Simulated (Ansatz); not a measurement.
One crystal and one scan (scan of one atom of the cell) at two levels, PBE (plane waves to 420 eV, PAW, scalar-relativistic; Ansatz, an electronic-structure program) and r2SCAN (plane waves to 500 eV, PAW, scalar-relativistic; Ansatz), each from its own relaxed cell and on its own mesh. The cell shown is that of PBE.

Relaxed CsPbCl$_{3}$ (cubic perovskite):

```yaml
crystal:
  lattice:
    - [5.73565, 0.00000, 0.00000]
    - [0.00000, 5.73565, 0.00000]
    - [0.00000, 0.00000, 5.73565]
  atoms:
    - { symbol: Cs, position: [0.00000, 0.00000, 0.00000] }
    - { symbol: Pb, position: [0.50000, 0.50000, 0.50000] }
    - { symbol: Cl, position: [0.00000, 0.50000, 0.50000] }
    - { symbol: Cl, position: [0.50000, 0.50000, 0.00000] }
    - { symbol: Cl, position: [0.50000, 0.00000, 0.50000] }
```

Scan: atom 4 (Cl, nearest neighbour Pb at 2.868 Å; its periodic images, 5.7 Å or more away, move with it) is displaced along Cartesian z, direction (0.000, 0.000, 1.000) in Cartesian axes, by s. The other atoms stay.

E stands for the smeared free energy. CsPbCl3 was relaxed with its symmetry unable to fall. Spin-orbit coupling is left out, though Pb is heavy. The PAW data are Ansatz's earlier set. This is a high-temperature form of CsPbCl3. Percentages come from the unrounded values.

```tsv
quantity	PBE	r2SCAN	PBE − r2SCAN
Lattice constant a (Å)	5.736	5.674	+0.062 (+1.1 %)
```

PBE gives the higher value for: lattice constant a. Both give the same shape of the curve: a single well with its minimum at or next to zero displacement.

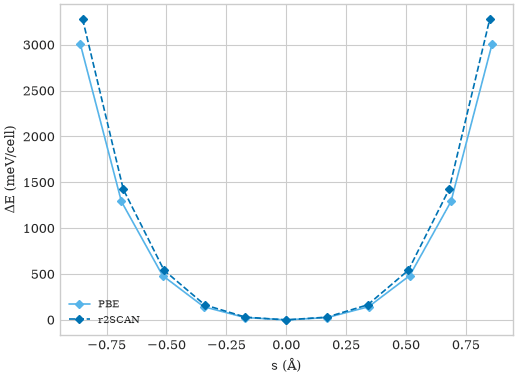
*ΔE, each from the undisplaced structure of its own level.*

(For displaced atoms, the force is minus the slope of the energy, and its curvature is a force constant, which sets phonon frequencies.)
